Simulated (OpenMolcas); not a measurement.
**CH4Si (SMILES C=[SiH2]): methods side by side**

CH4Si has 6 atoms, charge 0, and is taken as a singlet. SMILES: `C=[SiH2]`. Geometry: relaxed at GFN2-xTB.

```xyz
6

C    -0.7387   -0.5472   -0.2651
Si    0.6113    0.4518    0.2183
H    -1.4085   -0.9966    0.4481
H    -0.9629   -0.7582   -1.2967
H     0.9530    0.7660    1.6007
H     1.5459    1.0842   -0.7053
```

Quantity: the vertical energy of the triplet above the singlet, in eV. The values are calculated.

| level | kind | program | value (eV) | less FCI/STO-3G | CPU time (all runs) |
| --- | --- | --- | --- | --- | --- |
| HF/STO-3G | Hartree–Fock | OpenMolcas | 1.16 | -1.82 | 3.4 s |
| HF/STO-3G, open shells restricted | Hartree–Fock | OpenMolcas | 1.35 | -1.63 | 3.9 s |
| PBE/STO-3G | GGA | OpenMolcas | 3.14 | +0.16 | 13 s |
| PBE0/STO-3G | global hybrid | OpenMolcas | 2.73 | -0.25 | 12 s |
| CASPT2(2,2)/STO-3G | multireference | OpenMolcas | 3.04 | +0.06 | 3.5 s |
| CASSCF(2,2)/STO-3G | multireference | OpenMolcas | 2.69 | -0.29 | 3.4 s |
| MRCI(2,2)/STO-3G | multireference | OpenMolcas | 2.97 | -0.01 | 3.7 s |
| FCI/STO-3G, open shells restricted | exact in the basis | OpenMolcas | 2.98 | 0.00 | 98 s |

FCI/STO-3G, open shells restricted is exact within its basis and frozen core, so for wave-function methods in that basis the difference is their error; functionals converge differently with the basis, so for them it is only a difference. The values span 1.16 to 3.14 eV. All rows use very small basis sets, so even the best lies far from the true value. CPU times are rough (shared hosts, several kinds of processor): they show what a rung costs within a factor of a few.

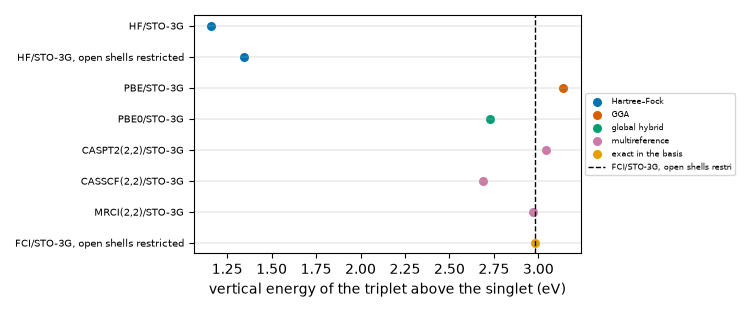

The values of the table, level by level.
